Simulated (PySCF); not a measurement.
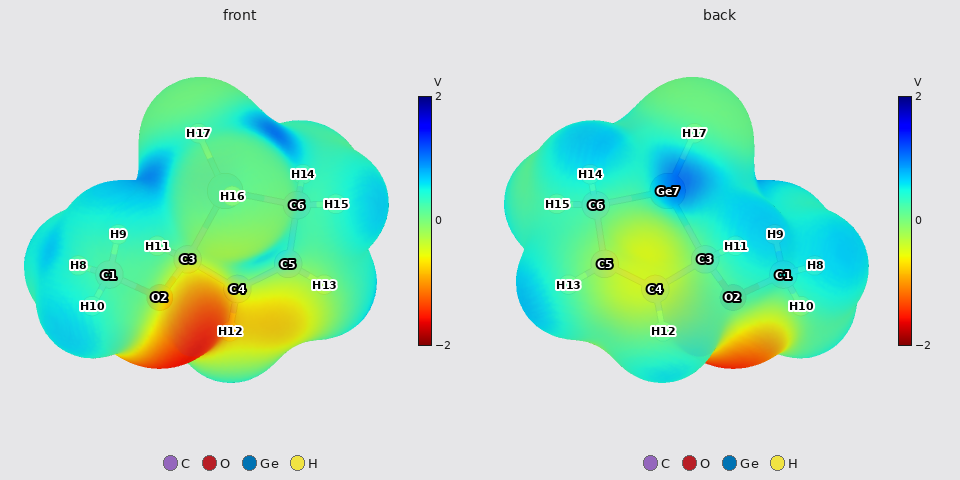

C5H10GeO. The electrostatic potential painted on the density surface at 0.002 e/bohr³, seen from the front and from behind; red is negative and blue positive.

Geometry: GFN2-xTB.

Method: CAM-B3LYP/def2-SVPD, SCF density, gas phase (PySCF).

```
atom    x (Å)    y (Å)    z (Å)
   C   2.6306  -0.4252   0.2468
   O   1.6609  -0.0245  -0.6732
   C   0.3760  -0.5068  -0.3438
   C  -0.5836  -0.1755  -1.4477
   C  -1.7626   0.3598  -1.1768
   C  -2.1696   0.6461   0.2377
  Ge  -0.4928   0.3621   1.2588
   H   2.7296  -1.5185   0.2735
   H   2.3759  -0.0762   1.2612
   H   3.5726   0.0198  -0.0672
   H   0.4224  -1.6037  -0.2239
   H  -0.2563  -0.3823  -2.4550
   H  -2.4662   0.5975  -1.9627
   H  -2.9477  -0.0536   0.5502
   H  -2.5950   1.6469   0.3191
   H   0.1596   1.6443   1.7026
   H  -0.6610  -0.4983   2.4908
```

Q: Describe the electrostatic potential map.

A: The most negative region (about −1.6 V) lies over O2, the most positive (about +1.0 V) over Ge7. O2 is the likeliest acceptor of a hydrogen bond.
